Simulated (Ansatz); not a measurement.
# Calculations on SiH$_{4}$ClF

### Relaxation

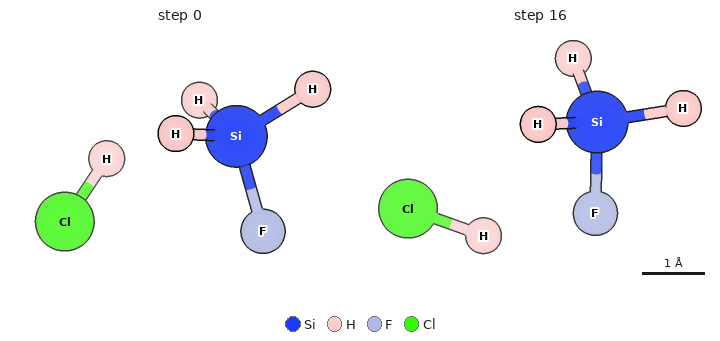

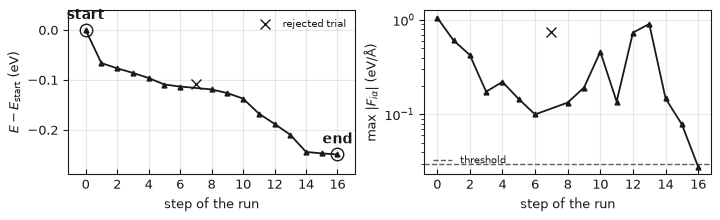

First and last geometry of a relaxation of SiH4ClF, with the history of the run. The picture is a ball-and-stick view, seen at a tilt.

The run prepares an end point of a later path (reaction) calculation, from a guessed geometry.

Theory: Ansatz, RKS B3LYP-D4/def2-SVP. Settings: no spin polarisation; force threshold 0.03 eV/Å; at most 50 steps.

What do the curves and the structures tell?

It converged. The atom that moves furthest after the best rigid fit is an H atom (1.32 Å). Largest moves by element: H 1.32 Å, F 0.68 Å, Cl 0.44 Å, Si 0.23 Å. Near-neighbour distances that change, for instance: Cl–H 1.332 → 1.297 Å, F–Si 1.623 → 1.645 Å, H–Si 1.472 → 1.484 Å. Among the angles between lasting bonds that change: F–Si–H 110.4° → 108.1°, H–Si–H 108.7° → 110.9°. The energy falls by 0.249 eV in 15 accepted moves (16 points after the start). The largest force component goes from 1.1 to 0.028 eV/Å. The line search rejected the trial step at point 7 of the run.

```json
{"step": "0", "E − E(0), eV": "0.0000", "largest force component, eV/Å": "1.0597", "note": ""}
{"step": "1", "E − E(0), eV": "-0.0660", "largest force component, eV/Å": "0.6089", "note": ""}
{"step": "2", "E − E(0), eV": "-0.0766", "largest force component, eV/Å": "0.4263", "note": ""}
{"step": "3", "E − E(0), eV": "-0.0857", "largest force component, eV/Å": "0.1744", "note": ""}
{"step": "4", "E − E(0), eV": "-0.0959", "largest force component, eV/Å": "0.2215", "note": ""}
{"step": "5", "E − E(0), eV": "-0.1090", "largest force component, eV/Å": "0.1456", "note": ""}
{"step": "6", "E − E(0), eV": "-0.1131", "largest force component, eV/Å": "0.1002", "note": ""}
{"step": "7", "E − E(0), eV": "-0.1073", "largest force component, eV/Å": "0.7459", "note": "rejected"}
{"step": "8", "E − E(0), eV": "-0.1188", "largest force component, eV/Å": "0.1337", "note": ""}
{"step": "9", "E − E(0), eV": "-0.1261", "largest force component, eV/Å": "0.1929", "note": ""}
{"step": "10", "E − E(0), eV": "-0.1372", "largest force component, eV/Å": "0.4614", "note": ""}
{"step": "11", "E − E(0), eV": "-0.1671", "largest force component, eV/Å": "0.1370", "note": ""}
{"step": "12", "E − E(0), eV": "-0.1878", "largest force component, eV/Å": "0.7355", "note": ""}
{"step": "13", "E − E(0), eV": "-0.2096", "largest force component, eV/Å": "0.9084", "note": ""}
{"step": "14", "E − E(0), eV": "-0.2440", "largest force component, eV/Å": "0.1477", "note": ""}
{"step": "15", "E − E(0), eV": "-0.2469", "largest force component, eV/Å": "0.0786", "note": ""}
{"step": "16", "E − E(0), eV": "-0.2490", "largest force component, eV/Å": "0.0279", "note": ""}
```

### Relaxation

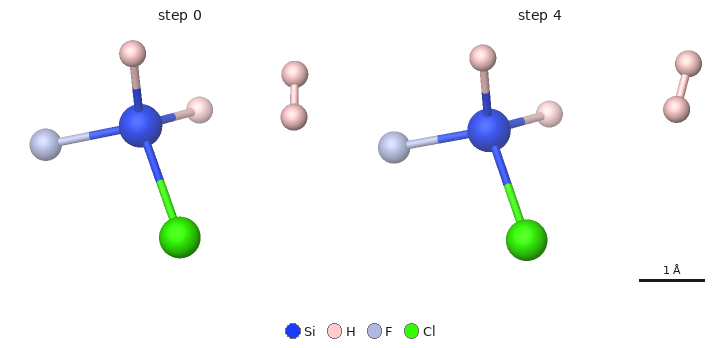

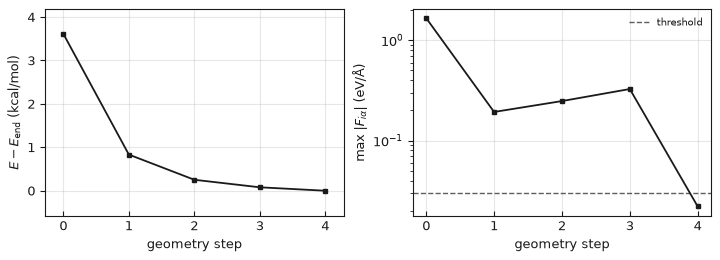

First and last geometry of a relaxation of SiH$_{4}$ClF, with the history of the run. A ball-and-stick model, seen at a tilt.

The run prepares an end point of a later path (reaction) calculation, from a guessed geometry.

All numbers below come from RKS B3LYP-D4/def2-SVP in Ansatz. Set-up: no spin polarisation; force threshold 0.03 eV/Å; at most 50 steps.

Read the history and describe the run.

Answer. It converged. The largest move after the best rigid fit is that of an H atom, 0.58 Å. Largest moves by element: H 0.58 Å, Cl 0.23 Å, Si 0.20 Å, F 0.20 Å. Near-neighbour distances that change, for instance: Cl–Si 2.108 → 2.064 Å, H–H 0.718 → 0.761 Å. The energy falls by 3.61 kcal/mol in 4 geometry steps. Largest force component: 1.7 eV/Å at the start, 0.022 eV/Å at the end. The run took 6.5 s on 1 thread of INTEL(R) XEON(R) PLATINUM 8581C CPU @ 2.30GHz (Emerald Rapids), with other jobs on the host, peak memory 0.15 GiB.

| step | E − E(0), kcal/mol | largest force component, eV/Å |
| --- | --- | --- |
| 0 | 0.00 | 1.6598 |
| 1 | -2.78 | 0.1932 |
| 2 | -3.36 | 0.2479 |
| 3 | -3.53 | 0.3268 |
| 4 | -3.61 | 0.0221 |

Limits of the set-up: the start holds two separate molecules, 2.5 Å apart at their closest, whose relative position is a soft coordinate.

### Path

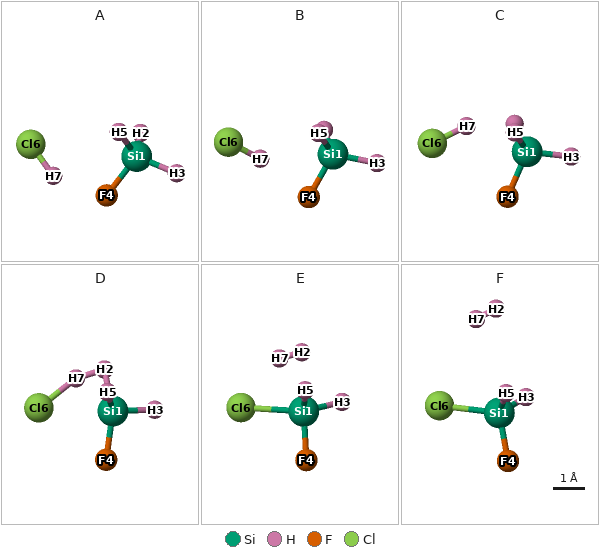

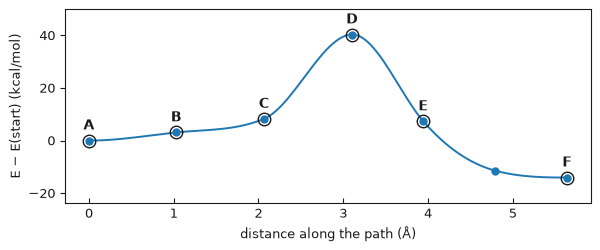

A search for the minimum-energy path of SiH₄ClF by the nudged elastic band. Images are numbered from 0 (start) to 6 (end). Frames A to F are images 0, 1, 2, 3, 4, 6. Style: ball-and-stick. Shown from a free direction.

The calculation used Ansatz 0.2.0, RKS B3LYP-D4/def2-SVP. Settings: 5 movable images; climbing image; force threshold 0.05 eV/Å; iteration limit 60; starting path through a guess of the saddle point.

### What happens along the path, and what is the barrier?

Forward barrier 40.3 kcal/mol, backward barrier 54.4 kcal/mol, with image 3 at the top; the reaction energy is −14.1 kcal/mol. Breaking: Cl6–H7 (1.30 → 1.59 at the top → 3.10 Å), Si1–H2 (1.48 → 1.69 at the top → 3.45 Å). Forming: H2–H7 (3.23 → 0.99 at the top → 0.76 Å), Si1–Cl6 (3.68 → 2.53 at the top → 2.06 Å). The band converged in 18 iterations. The largest component of the band force went from 11 to 0.047 eV/Å. The climbing image converged on the top of the path. Its vibrational analysis gives one imaginary mode (1021i cm⁻¹), as a transition state must have.

Cost: 85 s on 1 thread of INTEL(R) XEON(R) PLATINUM 8581C CPU @ 2.30GHz (Emerald Rapids), with other jobs on the host, peak memory 0.16 GiB.
